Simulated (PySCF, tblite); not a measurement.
# C₅H₁₀B₂: geometry, infrared bands and NMR shifts

What infrared bands and NMR shifts should C₅H₁₀B₂ (`B/C(C=C)=C/BC`) show?

Programs: tblite 0.8.0 and PySCF 2.14.0, with density-fitted response routines of our own. Each step states its level of theory. These are calculated values for one molecule in the gas phase, unless marked as measured. Atoms count from 0, in the outputs and in this text.

## Step 1: The molecule as given

17 atoms, charge 0, multiplicity 1; geometry from: force field or distance geometry start.

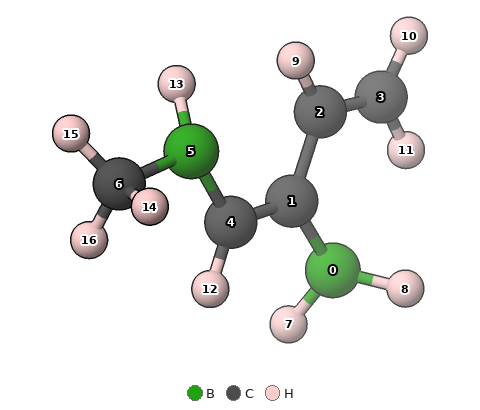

As it starts; boron green, carbon dark grey, hydrogen pink, atoms numbered.

## Step 2: Relaxing the molecule with GFN2-xTB

Job settings and geometry (Å):

```
{"job": {"kind": "relax", "xc": "GFN2-xTB", "basis": "xTB"}, "charge": 0, "multiplicity": 1}
B     -1.731800     1.326800    -0.997800
C     -0.765100     0.324000    -0.303300
C     -1.281200    -0.951400     0.213700
C     -2.586000    -1.153100     0.027000
C      0.541800     0.619300    -0.152800
B      1.473500    -0.410900     0.541300
C      2.998700     0.043300     0.648400
H     -1.343000     1.925400    -1.938100
H     -2.566400     1.853900    -0.349200
H     -0.686200    -1.692500     0.708200
H     -3.117700    -2.029300     0.342600
H     -3.179400    -0.385200    -0.469500
H      0.916100     1.574600    -0.533100
H      1.315600    -1.563400     0.280600
H      3.136200     0.649500     1.565300
H      3.674800    -0.831300     0.610400
H      3.193100     0.712500    -0.203800
```

The run is started by

```sh
OMP_NUM_THREADS=1 python probes_run.py task.json out
```

One launch serves the whole session: the jobs run in the order shown.

Output:

```text
step      E/eV     max force
  0    -494.06204    2.214
  1    -494.21025    1.651
  2    -494.39364    0.779
  3    -494.44702    0.689
  4    -494.49203    0.634
  5    -494.53163    0.479
  6    -494.56485    0.572
  7    -494.59930    0.466
  8    -494.62360    0.387
  9    -494.64497    0.307
 10    -494.66119    0.316
 11    -494.67263    0.259
 12    -494.67935    0.179
 13    -494.68348    0.141
 14    -494.68626    0.128
 15    -494.68790    0.103
 16    -494.68895    0.077
 17    -494.68984    0.066
 18    -494.69072    0.084
 19    -494.69151    0.078
 20    -494.69219    0.055
 21    -494.69293    0.068
 22    -494.69401    0.083
 23    -494.69564    0.124
 24    -494.69785    0.138
 25    -494.70047    0.128
 26    -494.70327    0.143
 27    -494.70586    0.143
 28    -494.70785    0.106
 29    -494.70931    0.077
 30    -494.71052    0.074
 31    -494.71153    0.068
 32    -494.71221    0.055
 33    -494.71259    0.045
 34    -494.71288    0.042
 35    -494.71321    0.051
 36    -494.71355    0.049
 37    -494.71378    0.028
 38    -494.71390    0.021
 39    -494.71399    0.023
 40    -494.71410    0.034
 41    -494.71422    0.034
 42    -494.71432    0.026
 43    -494.71441    0.022
 44    -494.71451    0.026
 45    -494.71461    0.026
 46    -494.71470    0.020
 47    -494.71477    0.018
 48    -494.71485    0.024
 49    -494.71496    0.037
 50    -494.71509    0.039
 51    -494.71520    0.025
 52    -494.71528    0.024
 53    -494.71538    0.024
 54    -494.71551    0.041
 55    -494.71569    0.049
 56    -494.71587    0.036
 57    -494.71606    0.041
 58    -494.71626    0.038
 59    -494.71651    0.042
 60    -494.71677    0.046
 61    -494.71698    0.033
 62    -494.71717    0.038
 63    -494.71736    0.042
 64    -494.71761    0.051
 65    -494.71787    0.048
 66    -494.71809    0.031
 67    -494.71828    0.038
 68    -494.71852    0.038
 69    -494.71879    0.046
 70    -494.71905    0.041
 71    -494.71923    0.044
 72    -494.71938    0.040
 73    -494.71954    0.038
 74    -494.71981    0.041
 75    -494.72007    0.028
 76    -494.72024    0.025
 77    -494.72034    0.026
 78    -494.72045    0.031
 79    -494.72059    0.033
 80    -494.72076    0.033
 81    -494.72091    0.028
 82    -494.72107    0.026
 83    -494.72125    0.031
 84    -494.72147    0.039
 85    -494.72166    0.039
 86    -494.72181    0.037
 87    -494.72193    0.030
 88    -494.72209    0.030
 89    -494.72218    0.025
 90    -494.72226    0.020
 91    -494.72231    0.018
 92    -494.72235    0.022
 93    -494.72242    0.023
 94    -494.72248    0.018
 95    -494.72253    0.016
 96    -494.72257    0.017
 97    -494.72263    0.024
 98    -494.72272    0.032
 99    -494.72283    0.034
100    -494.72293    0.026
101    -494.72303    0.025
102    -494.72316    0.029
103    -494.72339    0.039
104    -494.72378    0.047
105    -494.72421    0.046
106    -494.72445    0.076
107    -494.72465    0.031
108    -494.72480    0.033
109    -494.72510    0.037
110    -494.72526    0.036
111    -494.72541    0.027
112    -494.72549    0.023
113    -494.72554    0.022
114    -494.72564    0.021
115    -494.72579    0.032
116    -494.72596    0.033
117    -494.72609    0.027
118    -494.72598    0.077
119    -494.72622    0.024
120    -494.72628    0.023
121    -494.72646    0.043
122    -494.72662    0.040
123    -494.72717    0.032
124    -494.72664    0.129
125    -494.72745    0.062
126    -494.72746    0.080
127    -494.72794    0.037
128    -494.72823    0.033
129    -494.72868    0.035
130    -494.72944    0.032
131    -494.72966    0.038
132    -494.72971    0.054
133    -494.72987    0.025
134    -494.72993    0.022
135    -494.73007    0.022
136    -494.73013    0.022
137    -494.73025    0.021
138    -494.73035    0.027
139    -494.73048    0.039
140    -494.73063    0.043
141    -494.73080    0.036
142    -494.73096    0.027
143    -494.73108    0.022
144    -494.73117    0.018
145    -494.73125    0.020
146    -494.73134    0.023
147    -494.73145    0.028
148    -494.73157    0.026
149    -494.73166    0.018
150    -494.73172    0.017
151    -494.73177    0.015
152    -494.73184    0.019
153    -494.73192    0.021
154    -494.73202    0.023
155    -494.73213    0.023
156    -494.73225    0.033
157    -494.73243    0.039
158    -494.73273    0.052
159    -494.73307    0.053
160    -494.73363    0.063
161    -494.73403    0.078
162    -494.73445    0.045
163    -494.73469    0.047
164    -494.73498    0.043
165    -494.73527    0.042
166    -494.73561    0.057
167    -494.73613    0.068
168    -494.73596    0.129
169    -494.73671    0.078
170    -494.73660    0.117
171    -494.73728    0.043
172    -494.73763    0.066
173    -494.73839    0.046
174    -494.73703    0.238
175    -494.73987    0.055
176    -494.74050    0.038
177    -494.73850    0.233
178    -494.74128    0.040
179    -494.74168    0.039
180    -494.74130    0.174
181    -494.74259    0.050
182    -494.74288    0.041
183    -494.74338    0.067
184    -494.74366    0.037
185    -494.74399    0.033
186    -494.74422    0.036
187    -494.74448    0.038
188    -494.74464    0.031
189    -494.74475    0.029
190    -494.74484    0.022
191    -494.74489    0.021
192    -494.74497    0.018
193    -494.74503    0.015
194    -494.74509    0.017
195    -494.74517    0.020
196    -494.74528    0.026
197    -494.74538    0.040
198    -494.74552    0.028
199    -494.74565    0.024
200    -494.74586    0.024
201    -494.74594    0.019
202    -494.74611    0.020
203    -494.74624    0.022
204    -494.74631    0.035
205    -494.74643    0.022
206    -494.74653    0.021
207    -494.74667    0.021
208    -494.74672    0.017
209    -494.74676    0.014
210    -494.74680    0.018
211    -494.74683    0.022
212    -494.74688    0.025
213    -494.74695    0.021
214    -494.74702    0.016
215    -494.74708    0.015
216    -494.74717    0.021
217    -494.74725    0.022
218    -494.74731    0.040
219    -494.74738    0.025
220    -494.74746    0.014
221    -494.74755    0.016
222    -494.74765    0.017
223    -494.74775    0.025
224    -494.74785    0.028
225    -494.74773    0.081
226    -494.74798    0.017
227    -494.74803    0.019
228    -494.74819    0.028
229    -494.74827    0.021
230    -494.74838    0.021
231    -494.74848    0.023
232    -494.74854    0.022
233    -494.74861    0.024
234    -494.74869    0.024
235    -494.74876    0.022
236    -494.74881    0.030
237    -494.74886    0.024
238    -494.74892    0.016
239    -494.74901    0.015
240    -494.74906    0.016
241    -494.74918    0.021
242    -494.74930    0.025
243    -494.74950    0.039
244    -494.74972    0.036
245    -494.74993    0.047
246    -494.75014    0.028
247    -494.75028    0.022
248    -494.75032    0.019
249    -494.75037    0.028
250    -494.75041    0.019
251    -494.75045    0.015
252    -494.75050    0.020
253    -494.75052    0.020
254    -494.75055    0.016
255    -494.75057    0.014
256    -494.75059    0.012
257    -494.75062    0.014
258    -494.75066    0.017
259    -494.75070    0.017
260    -494.75074    0.015
261    -494.75077    0.029
262    -494.75081    0.017
263    -494.75086    0.016
264    -494.75091    0.020
265    -494.75097    0.016
266    -494.75100    0.012
267    -494.75099    0.038
268    -494.75103    0.014
269    -494.75104    0.005
```

Run time: 1.2 s. Hardware: 1 thread of Arm Neoverse V2, shared host.

The steps of the relaxation: (not every step is listed)

```tsv
step	energy from step 0 (eV)	largest force (eV/Å)
0	0.0000	2.2143
1	-0.1482	1.6510
2	-0.3316	0.7793
3	-0.3850	0.6888
4	-0.4300	0.6340
5	-0.4696	0.4788
6	-0.5028	0.5718
7	-0.5373	0.4658
8	-0.5616	0.3866
33	-0.6505	0.0452
58	-0.6542	0.0383
83	-0.6592	0.0307
108	-0.6628	0.0331
133	-0.6678	0.0255
158	-0.6707	0.0515
183	-0.6813	0.0673
208	-0.6847	0.0165
233	-0.6866	0.0241
258	-0.6886	0.0165
264	-0.6889	0.0195
265	-0.6889	0.0157
266	-0.6890	0.0122
267	-0.6889	0.0376
268	-0.6890	0.0145
269	-0.6890	0.0049
```

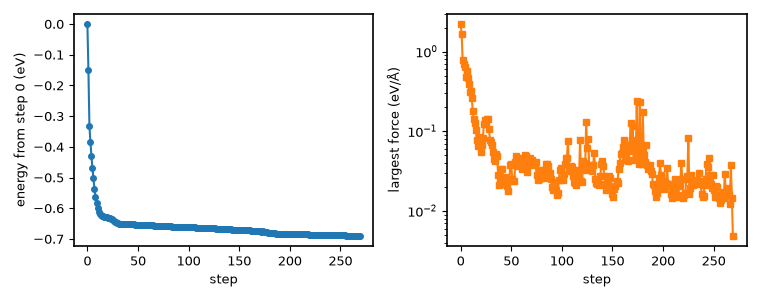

Energy and force, step by step.

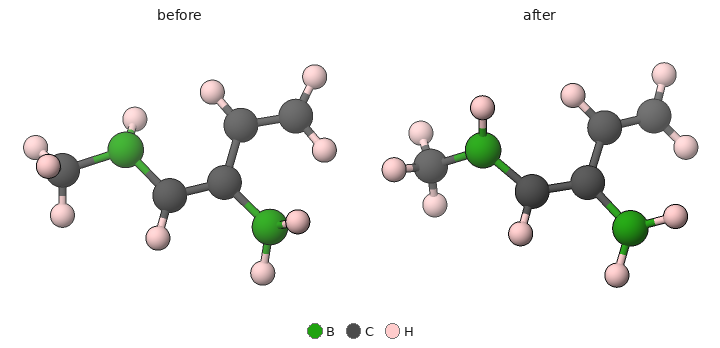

The geometry before (left) and after (right).

Close pairs (by a distance rule), those that changed most:

```tsv
bond	before (Å)	after (Å)	change (Å)
B5–C6	1.595	1.576	-0.019
B5–H13	1.192	1.175	-0.017
C6–H14	1.108	1.090	-0.017
C6–H15	1.106	1.089	-0.017
C1–C4	1.348	1.363	+0.014
C6–H16	1.101	1.087	-0.014
C3–H11	1.090	1.077	-0.013
C2–H9	1.071	1.084	+0.013
```

The next job starts from the end point, and lists it.

## Step 3: Vibrational analysis with GFN2-xTB

Job settings and geometry (Å):

```
{"job": {"kind": "ir", "xc": "GFN2-xTB", "basis": "xTB"}, "charge": 0, "multiplicity": 1}
B     -1.733605     1.575577    -0.851607
C     -0.823001     0.503782    -0.207000
C     -1.318881    -0.817787     0.171080
C     -2.418307    -1.384534    -0.311848
C      0.468259     0.806589     0.106181
B      1.498691    -0.022884     0.900036
C      2.927296    -0.290085     0.291027
H     -1.260534     2.439757    -1.483350
H     -2.887208     1.574821    -0.658390
H     -0.696323    -1.365626     0.869899
H     -2.732937    -2.368011    -0.004138
H     -3.038623    -0.889835    -1.039922
H      0.832044     1.760588    -0.267204
H      1.267446    -0.416557     1.982397
H      3.682799     0.197206     0.908079
H      3.169556    -1.351746     0.314413
H      3.056329     0.060775    -0.729563
```

Output:

```text
mode    cm-1     km/mol
  1      32.2      4.58
  2      56.7      3.80
  3      98.4      0.28
  4     121.7      0.58
  5     171.1      4.88
  6     196.6      4.45
  7     249.3      0.17
  8     324.9      1.23
  9     376.5      3.64
 10     392.9      1.05
 11     541.8      0.56
 12     626.9     17.42
 13     658.7     10.65
 14     751.8      9.30
 15     790.3     12.50
 16     811.5     19.02
 17     825.5    215.44
 18     844.7     51.67
 19     860.7     45.40
 20     891.1      9.79
 21     970.9     12.65
 22    1004.3      0.63
 23    1010.4     18.83
 24    1013.9     27.32
 25    1130.8     75.39
 26    1164.8     49.24
 27    1224.3    163.23
 28    1288.2     10.86
 29    1314.6      4.99
 30    1374.9     18.42
 31    1408.3      0.56
 32    1481.9      2.44
 33    1490.5      2.39
 34    1534.8     11.97
 35    1667.6      1.35
 36    2593.6    128.27
 37    2632.6    133.75
 38    2661.0    130.51
 39    2994.5     19.08
 40    2999.0     39.54
 41    3017.5     23.47
 42    3030.2     34.28
 43    3041.2     35.54
 44    3100.7     22.44
 45    3126.6     41.58
```

It took 0.37 s on 1 thread of Arm Neoverse V2, shared host.

Which atoms move in the most intense modes:

```tsv
cm⁻¹	km/mol	atoms
826	215.4	H8 25 %, H7 24 %, B0 21 %
845	51.7	H12 29 %, C4 14 %, B5 13 %, H14 11 %
1131	75.4	H12 30 %, B5 26 %, H13 11 %
1165	49.2	B5 23 %, H7 19 %, H8 19 %, C1 11 %
1224	163.2	H12 20 %, H7 19 %, B0 18 %, H8 16 %
2594	128.3	H13 92 %
2633	133.8	H7 59 %, H8 36 %
2661	130.5	H8 56 %, H7 33 %, B0 11 %
```

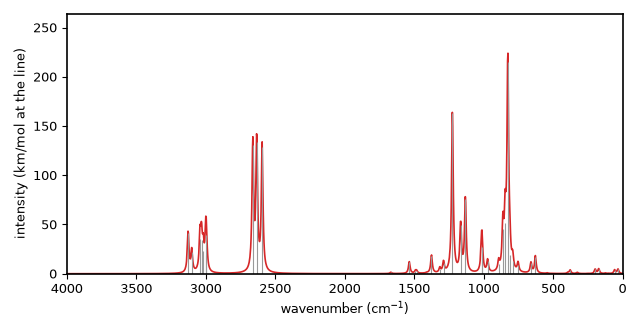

The infrared spectrum from these modes, unscaled. Lines are broadened to a width of 14 cm⁻¹ (Lorentzian).

## Step 4: NMR shieldings: PBE0/pcSseg-1

The job, as its differences from that of step 3:

```diff
@@ -1,2 +1,2 @@
-{"job": {"kind": "ir", "xc": "GFN2-xTB", "basis": "xTB"}, "charge": 0, "multiplicity": 1}
+{"job": {"kind": "nmr", "xc": "PBE0", "basis": "pcSseg-1"}, "charge": 0, "multiplicity": 1}
 B     -1.733605     1.575577    -0.851607
```

Level: GIAO PBE0/pcSseg-1 NMR shielding, non-relativistic, gas phase.

Output:

```text
coarse grid: 13808 points
cycle   1  E = -245.7364837494  dE =  5.637e-01  |g| = 4.068e-01  |ddm| = 3.551e+00
cycle   2  E = -245.7416964858  dE = -5.213e-03  |g| = 3.973e-01  |ddm| = 7.547e-01
cycle   3  E = -245.7840178054  dE = -4.232e-02  |g| = 3.586e-02  |ddm| = 3.772e-01
cycle   4  E = -245.7842150085  dE = -1.972e-04  |g| = 2.511e-02  |ddm| = 5.354e-02
cycle   5  E = -245.7843563520  dE = -1.413e-04  |g| = 8.269e-03  |ddm| = 2.444e-02
cycle   6  E = -245.7843758188  dE = -1.947e-05  |g| = 1.227e-03  |ddm| = 9.011e-03
cycle   7  E = -245.7843761104  dE = -2.915e-07  |g| = 7.443e-04  |ddm| = 1.770e-03
final grid: 132176 points
cycle   8  E = -245.8232929755  dE = -4.189e-05  |g| = 7.731e-03  |ddm| = 3.207e-02
cycle   9  E = -245.8232922770  dE =  6.985e-07  |g| = 8.031e-03  |ddm| = 1.478e-02
cycle  10  E = -245.8233093901  dE = -1.711e-05  |g| = 9.913e-04  |ddm| = 7.505e-03
cycle  11  E = -245.8233096238  dE = -2.337e-07  |g| = 3.664e-04  |ddm| = 1.144e-03
cycle  12  E = -245.8233096603  dE = -3.658e-08  |g| = 7.396e-05  |ddm| = 3.847e-04
cycle  13  E = -245.8233096619  dE = -1.530e-09  |g| = 2.185e-05  |ddm| = 8.177e-05
cycle  14  E = -245.8233096620  dE = -1.009e-10  |g| = 9.339e-06  |ddm| = 2.607e-05
converged SCF energy = -245.8233096620

GIAO shielding tensors (ppm)
atom      isotropic    diamagn.    paramagn.     s11        s22        s33       span
  0 B       23.744     193.683    -169.940    -29.757    -23.412    124.399    154.156
  1 C       16.350     254.794    -238.444    -85.495    -22.319    156.863    242.358
  2 C       35.322     257.771    -222.449    -80.104     41.908    144.162    224.267
  3 C       61.006     253.630    -192.623    -44.974     63.250    164.743    209.717
  4 C       10.380     259.159    -248.779    -97.281     -3.406    131.827    229.108
  5 B       17.493     192.338    -174.845    -56.911    -15.965    125.354    182.265
  6 C      171.142     252.391     -81.249    142.488    179.765    191.173     48.685
  7 H       24.614      30.661      -6.046     18.417     26.908     28.517     10.100
  8 H       24.139      30.968      -6.828     17.477     26.330     28.610     11.134
  9 H       24.860      34.315      -9.455     21.319     23.924     29.338      8.019
 10 H       26.095      29.585      -3.490     23.799     25.403     29.083      5.284
 11 H       25.915      31.971      -6.057     22.855     25.613     29.275      6.420
 12 H       24.084      33.482      -9.398     19.119     24.604     28.530      9.411
 13 H       23.392      30.854      -7.463     16.704     25.404     28.066     11.362
 14 H       30.690      27.718       2.972     26.631     28.684     36.755     10.124
 15 H       30.571      29.543       1.028     27.445     28.237     36.031      8.586
 16 H       30.280      31.844      -1.564     27.294     29.367     34.180      6.885
```

Wall time 28 s (1 thread of Arm Neoverse V2, shared host); peak memory 0.75 GiB.

The references, computed at this level on geometries of the same kind, shield at (ppm): ¹H TMS 31.72, ¹³C TMS 186.9, ¹¹B BF3·OEt2 100.1. Their shielding less the atom's gives the shift. The references are single molecules in the gas phase. Atoms listed in one row are averaged.

```tsv
atoms	environment	σ (ppm)	δ (ppm)	δ scaled to CDCl3
C4	alkene CH	10.4	176.5	170.4
C1	fully substituted alkene carbon	16.3	170.6	164.6
C2	alkene CH	35.3	151.6	146.0
C3	terminal =CH2 carbon	61.0	125.9	121.0
C6	methyl carbon bonded to B	171.1	15.8	13.5
H13	hydrogen on a boron bonded to 2 C	23.39	8.33	–
H12	hydrogen on an alkene CH	24.08	7.63	7.30
H7, H8	hydrogen on a boron bonded to C	24.38	7.34	–
H9	hydrogen on an alkene CH	24.86	6.86	6.57
H11	hydrogen on a terminal =CH2 carbon	25.91	5.80	5.58
H10	hydrogen on a terminal =CH2 carbon	26.10	5.62	5.41
H14, H15, H16	hydrogen on a methyl carbon bonded to B	30.51	1.20	1.24
B5	boron bonded to 2 C, H	17.5	82.6	–
B0	boron bonded to C, 2 H	23.7	76.3	–
```

The scaled column applies a straight-line fit of computed shieldings to shifts measured in CDCl3 (root-mean-square error 0.16 ppm for H, 1.9 ppm for C).

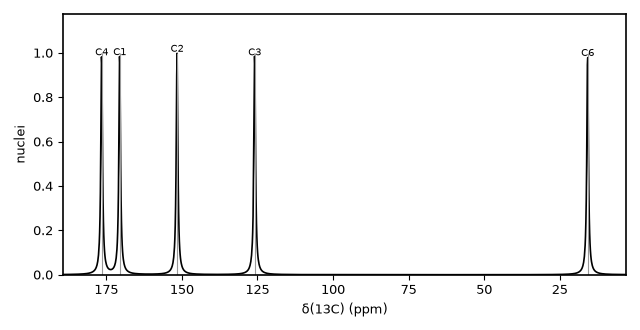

¹³C lines at the computed shifts, without couplings. Lines are broadened to a width of 0.64 ppm (Lorentzian).

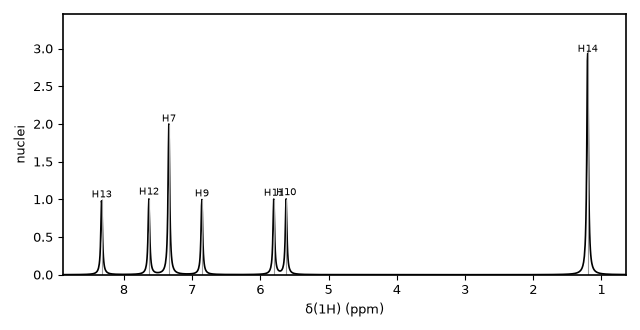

¹H lines at the computed shifts, without couplings. Lines are broadened to a width of 0.03 ppm (Lorentzian).

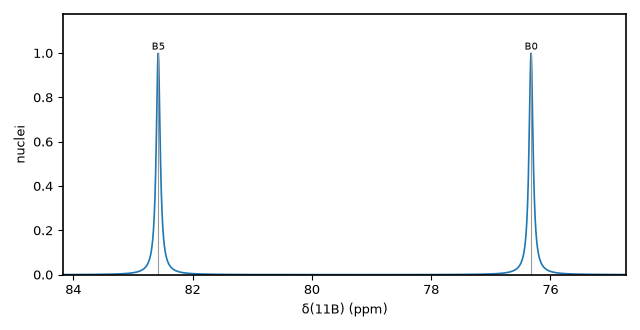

¹¹B lines at the computed shifts, without couplings. Lines are broadened to a width of 0.08 ppm (Lorentzian).

Charges from the same density, by scheme (e):

```tsv
atoms	Mulliken	IAO	Hirshfeld	ESP fit
B0	0.24	0.02	0.14	0.33
C1	-0.33	-0.10	-0.06	0.06
C2	-0.18	-0.13	-0.05	-0.13
C3	-0.13	-0.31	-0.09	-0.45
C4	-0.26	-0.21	-0.08	-0.55
B5	0.34	0.18	0.18	0.70
C6	-0.52	-0.57	-0.19	-0.64
```

ESP fit charges:

B0 0.33; C1 0.06; C2 -0.13; C3 -0.45; C4 -0.55; B5 0.70; C6 -0.64; H7 -0.14; H8 -0.13; H9 0.14; H10 0.19; H11 0.21; H12 0.19; H13 -0.21; H14 0.14; H15 0.14; H16 0.14

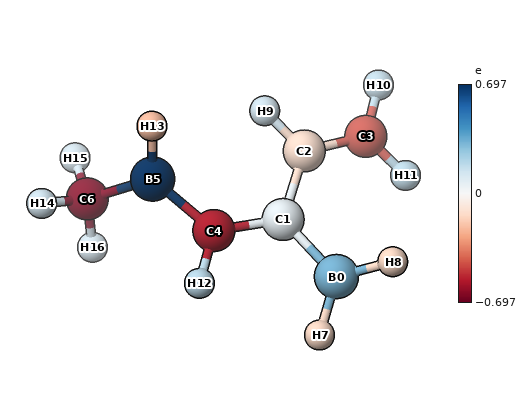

ESP fit charges, as colours on the atoms.

Mayer bond orders: B0–C1 1.02, C1–C2 1.07, C2–C3 1.94, C1–C4 1.75, C4–B5 1.00, B5–C6 1.04.

The fields below are evaluated on a grid from the run's orbitals.

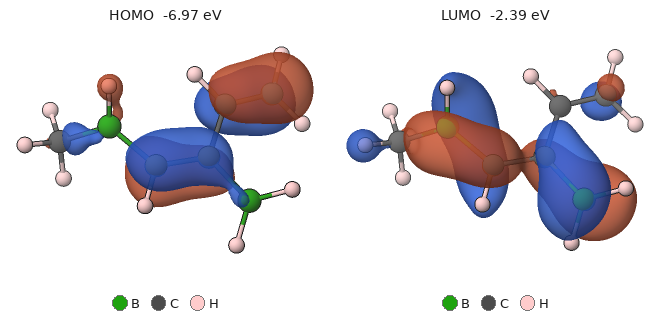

Frontier orbitals at PBE0/pcSseg-1; each surface holds 70 % of the orbital's density, blue and red mark the sign.

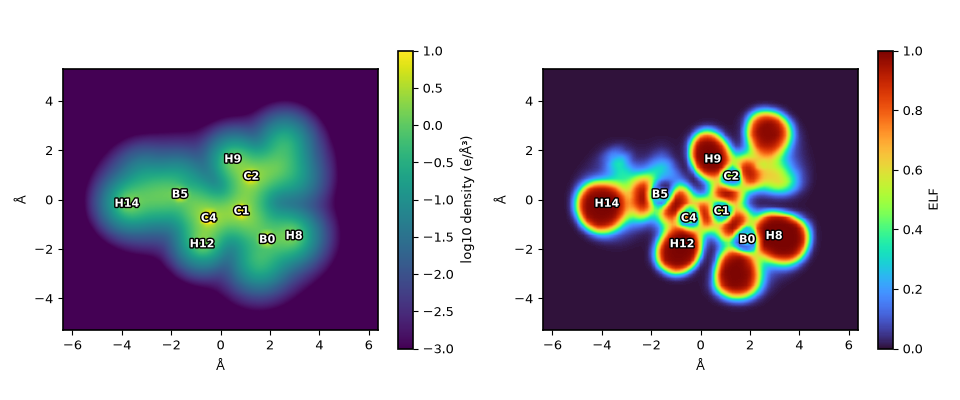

Density (left) and ELF (right) in a plane through or near 9 of the atoms.

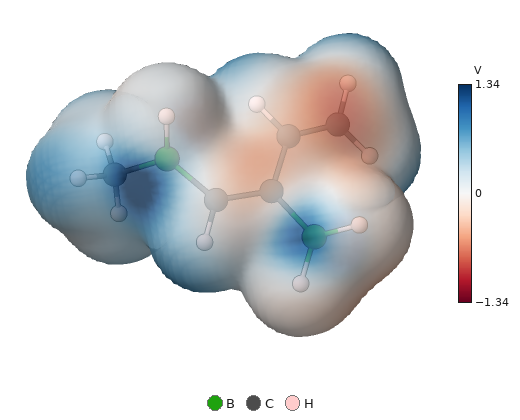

The potential that a unit positive charge feels on the 0.002 e/bohr³ surface, from -0.62 V near C3 to 1.34 V near B5.

## Step 5: What came out

| quantity | value |
| --- | --- |
| strongest single infrared mode (GFN2-xTB) | 826 cm⁻¹, 215 km/mol |
| zero-point energy (GFN2-xTB) | 82.8 kcal/mol |
| ¹³C shifts against TMS (PBE0/pcSseg-1) | 176.5, 170.6, 151.6, 125.9, 15.8 ppm |
| ¹H shifts against TMS (PBE0/pcSseg-1, means over atoms taken as alike) | 8.33, 7.63, 7.34, 6.86, 5.80, 5.62, 1.20 ppm |
| ¹¹B shifts against BF3·OEt2 (PBE0/pcSseg-1) | 82.6, 76.3 ppm |
| surface potential, least and greatest | -0.62 V and 1.34 V |

In words: Over 269 steps the energy fell by 0.689 eV; of the close pairs, B5–C6 changed most, 1.595 to 1.576 Å. All 45 modes are real, so the xTB geometry is a minimum. The strongest single mode, at 826 cm⁻¹, has its largest shares on H8, H7 and B0 (the list is cut at 3 atoms). Unscaled tight-binding wavenumbers are off by several per cent, some by more. Its intensities can rank the bands wrongly. At PBE0/pcSseg-1: The widest tensor belongs to C1: span 242 ppm, with a paramagnetic part of -238 ppm. By nearest atom (PBE0/pcSseg-1), the HOMO sits on C3, C4 about 24 % each; C1, C2 about 14 % each and the LUMO on B0, B5 about 20 % each; C4 17 %.
